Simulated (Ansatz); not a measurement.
SiN3H9O: several calculations on one system

## 1. Relaxation

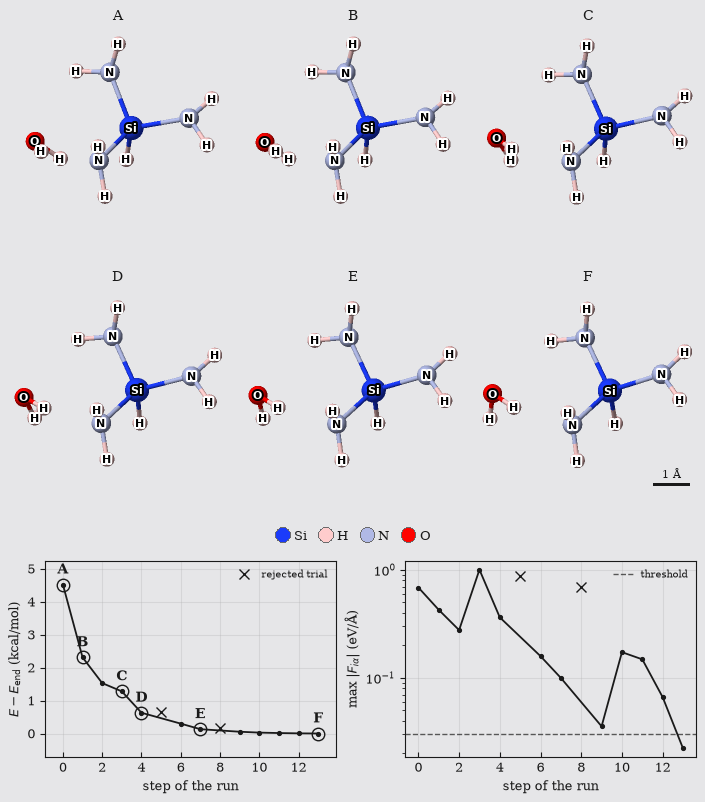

Frames of a relaxation of SiN3H9O, marked on the history of the run. A ball-and-stick model, seen from a free direction.

The run prepares an end point of a later path (reaction) calculation, from a guessed geometry.

These are results of RKS PBE0/6-31G* (Ansatz), not measurements.

Input
```yaml
crystal:
  periodic: [false, false, false]
  atoms:
    - { symbol: Si, position_ang: [-0.07295, 0.072386, -0.07946] }
    - { symbol: H, position_ang: [-0.221114, -0.059129, 1.381946] }
    - { symbol: "N", position_ang: [1.588481, 0.192357, -0.460692] }
    - { symbol: H, position_ang: [2.185597, -0.539583, -0.0943] }
    - { symbol: H, position_ang: [1.875446, 0.531355, -1.368057] }
    - { symbol: "N", position_ang: [-0.79046, 1.473827, -0.797403] }
    - { symbol: H, position_ang: [-1.797075, 1.531162, -0.86639] }
    - { symbol: H, position_ang: [-0.39088, 2.380919, -0.593161] }
    - { symbol: "N", position_ang: [-0.901692, -1.370604, -0.633584] }
    - { symbol: H, position_ang: [-1.790614, -1.590465, -0.197359] }
    - { symbol: H, position_ang: [-0.975289, -1.500159, -1.636583] }
    - { symbol: O, position_ang: [1.226943, -2.202781, 1.142497] }
    - { symbol: H, position_ang: [0.544208, -2.390493, 0.470748] }
    - { symbol: H, position_ang: [0.740598, -1.615293, 1.764799] }
basis:
  gaussian: { orbitals: "6-31G*" }
hamiltonian:
  xc: pbe0
relax:
  f_tol: 0.03
  max_steps: 50
```

Launched with:
```bash
ansatz run input.yaml --threads 2 --pin off --max-ram 3072MiB --backend cpu --events-out ev --progress --plain --runs-dir out
```

Question: What happens along the run?

Answer: Over 11 accepted moves (13 points after the start) the energy falls by 4.52 kcal/mol. The largest force component goes from 0.69 to 0.022 eV/Å. The line search rejected the trial steps at points 5, 8 of the run. H14 moves most after the best rigid fit: 1.14 Å. Largest moves by element: H 1.14 Å, O 0.53 Å, N 0.28 Å, Si 0.25 Å. Among the contacts that change: O12–H14 0.984 → 0.965 Å, Si1–H2 1.475 → 1.494 Å, Si1–N3 1.709 → 1.715 Å, O12–H13 0.976 → 0.982 Å. Among the angles between lasting bonds that change: H4–N3–H5 113.6° → 110.9°, Si1–N3–H5 120.0° → 117.4°, N3–Si1–N9 116.5° → 114.3°. The run took 18 s on 2 threads of AMD EPYC 9R45 96-Core Processor (Zen 5) (shared host), peak memory 0.23 GiB. From step 0 to 1: H14 moves most (0.20 Å), energy −2.21 kcal/mol. From step 1 to 3: H14 moves most (0.36 Å), energy −1.03 kcal/mol. From step 3 to 4: H14 moves most (0.20 Å), energy −0.65 kcal/mol. From step 4 to 7: H14 moves most (0.19 Å), energy −0.50 kcal/mol. From step 7 to 13: H14 moves most (0.24 Å), energy −0.13 kcal/mol.

| step | E − E(0), kcal/mol | largest force component, eV/Å | note |
| --- | --- | --- | --- |
| 0 | 0.00 | 0.6881 |  |
| 1 | -2.21 | 0.4275 |  |
| 2 | -2.99 | 0.2774 |  |
| 3 | -3.24 | 1.0064 |  |
| 4 | -3.89 | 0.3638 |  |
| 5 | -3.87 | 0.8874 | rejected |
| 6 | -4.22 | 0.1591 |  |
| 7 | -4.39 | 0.0999 |  |
| 8 | -4.35 | 0.6942 | rejected |
| 9 | -4.47 | 0.0356 |  |
| 10 | -4.49 | 0.1732 |  |
| 11 | -4.51 | 0.1486 |  |
| 12 | -4.52 | 0.0663 |  |
| 13 | -4.52 | 0.0222 |  |

## 2. Relaxation

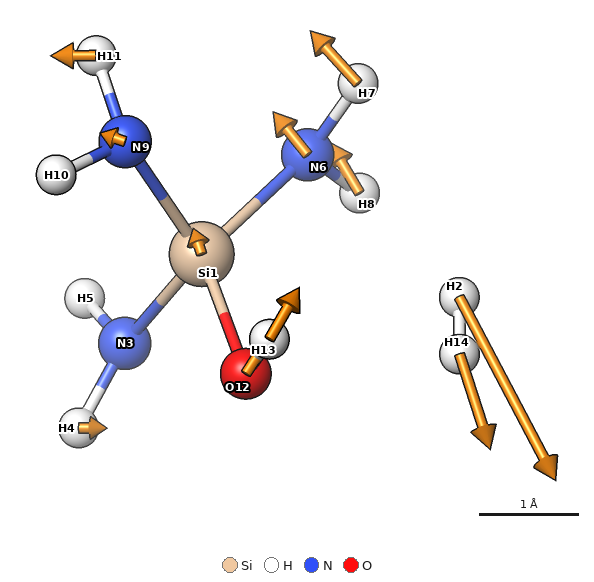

A relaxation of SiN₃H₉O. The starting structure is drawn; orange arrows show the displacements, at their true length. The two geometries are superimposed by the best rigid fit.

Style: ball-and-stick. Shown from a free direction.

The run prepares an end point of a later path (reaction) calculation, from a guessed geometry.

All numbers below come from RKS PBE0/6-31G* (Ansatz 0.2.0).

Input file:
```yaml
crystal:
  periodic: [false, false, false]
  atoms:
    - { symbol: Si, position_ang: [0.220522, -0.513691, -0.360035] }
    - { symbol: H, position_ang: [-0.312802, 0.453993, 2.076932] }
    - { symbol: "N", position_ang: [1.759043, -0.097955, -0.997588] }
    - { symbol: H, position_ang: [2.535547, -0.734936, -0.901476] }
    - { symbol: H, position_ang: [1.835699, 0.483961, -1.817986] }
    - { symbol: "N", position_ang: [-0.595294, 0.995615, -0.247242] }
    - { symbol: H, position_ang: [-1.574813, 1.027882, -0.001832] }
    - { symbol: H, position_ang: [-0.095637, 1.800185, 0.104325] }
    - { symbol: "N", position_ang: [-0.964761, -1.48475, -1.174302] }
    - { symbol: H, position_ang: [-0.739434, -2.451335, -1.370593] }
    - { symbol: H, position_ang: [-1.445058, -1.069473, -1.962462] }
    - { symbol: O, position_ang: [0.669185, -1.473839, 0.934674] }
    - { symbol: H, position_ang: [-0.07492, -1.992944, 1.263406] }
    - { symbol: H, position_ang: [0.003923, -0.029213, 2.487179] }
basis:
  gaussian: { orbitals: "6-31G*" }
hamiltonian:
  xc: pbe0
relax:
  f_tol: 0.03
  max_steps: 50
output:
  orbitals: {}
```

Run as
```bash
ansatz run input.yaml --threads 2 --pin off --max-ram 3072MiB --backend cpu --events-out ev --progress --plain --runs-dir out
```

Question: Which element moves most?

Answer: Hydrogen: up to 2.24 Å, against 0.60 Å for nitrogen.

Question: Describe the change and its energy.

Answer: H2 moves most after the best rigid fit: 2.24 Å. By element the largest moves are H 2.24 Å, N 0.60 Å, O 0.57 Å, Si 0.30 Å. Some distances before and after: H2–H14 0.709 → 0.746 Å, Si1–O12 1.673 → 1.669 Å. Bond angles that change, for instance: N6–Si1–O12 125.5° → 121.4°. After 29 accepted moves (33 points after the start) the energy has fallen by 30.9 kJ/mol. The largest force component goes from 1.2 to 0.009 eV/Å. The line search rejected the trial steps at points 7, 11, 14, 17 of the run. The forces were under the threshold at step 18, but the run went on from there. Cost: 44 s on 2 threads of AMD EPYC 9R45 96-Core Processor (Zen 5) (shared host), peak memory 0.24 GiB.

Limits of the set-up: the start holds two separate molecules, 2.2 Å apart at their closest, whose relative position is a soft coordinate and is computed without a dispersion correction.

## 3. Path

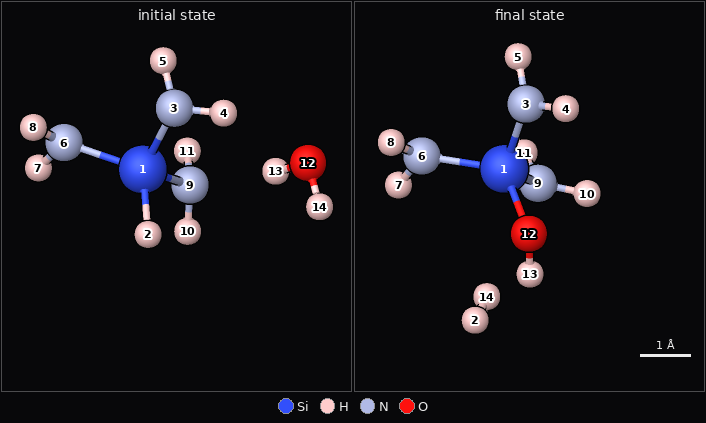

The two relaxed end points of a path for SiN3H9O. The picture is a ball-and-stick view, seen from a free direction.

All numbers below come from RKS PBE0/6-31G* (Ansatz).

Settings: 5 movable images; climbing image; force threshold 0.03 eV/Å; iteration limit 60.

Start:
```xyz
14

Si   -0.1887    0.2861   -0.0232
H    -0.5057    0.4044    1.4316
N     1.5132    0.3337   -0.2279
H     2.0085   -0.4424    0.2057
H     1.8648    0.5098   -1.1604
N    -0.8073    1.5172   -1.0706
H    -1.8061    1.5820   -1.2131
H    -0.3978    2.4412   -1.0144
N    -0.9220   -1.2638   -0.4100
H    -1.7835   -1.5005    0.0697
H    -1.0012   -1.5082   -1.3919
O     1.4493   -2.5068    0.7872
H     0.6005   -2.2938    0.3419
H     1.1972   -2.6455    1.7083
```

End:
```xyz
14

Si    0.0404   -0.3702   -0.5936
H     0.7741   -0.5521    3.9876
N     1.6683   -0.0033   -0.9939
H     2.4057   -0.6345   -0.7165
H     1.8925    0.5031   -1.8372
N    -0.7752    1.1399   -0.6346
H    -1.7795    1.1757   -0.5311
H    -0.3276    1.9391   -0.2085
N    -0.9973   -1.3838   -1.5430
H    -0.7446   -2.3564   -1.6607
H    -1.3523   -1.0075   -2.4127
O     0.2436   -1.2106    0.8340
H    -0.5581   -1.6792    1.0940
H     0.7313   -0.6467    3.2492
```

Q: What barrier does the band find between them, and by what path?

A: Forward barrier 38.2 kcal/mol, backward barrier 54.2 kcal/mol, with image 2 at the top; the reaction energy is −16.0 kcal/mol. Breaking: O12–H14 (0.97 → 1.26 at the top → 2.53 Å), Si1–H2 (1.49 → 1.76 at the top → 4.64 Å). Forming: H2–H14 (3.50 → 0.99 at the top → 0.75 Å), Si1–O12 (3.34 → 1.94 at the top → 1.67 Å). The band converged in 30 iterations. The largest component of the band force went from 11 to 0.027 eV/Å. The climbing image converged on the top of the path. Its vibrational analysis gives one imaginary mode (1263i cm⁻¹), as a transition state must have.

Energies of the converged images:

```tsv
image	path (Å)	E (kcal/mol)
0	0.00	0.0
1	2.00	6.6
2	4.01	38.2
3	5.28	-2.4
4	6.55	-14.7
5	7.82	-15.9
6	9.09	-16.0
```

The geometry at the top of the path:

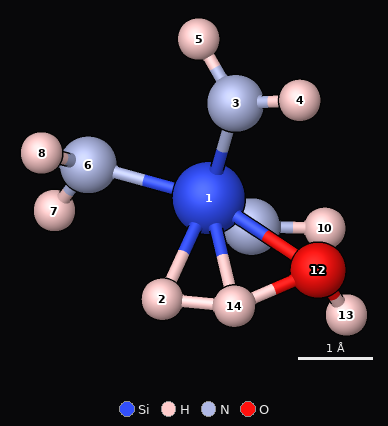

The run took 2.9 min on 2 threads of AMD EPYC 9R45 96-Core Processor (Zen 5), on a shared host, peak memory 0.24 GiB.
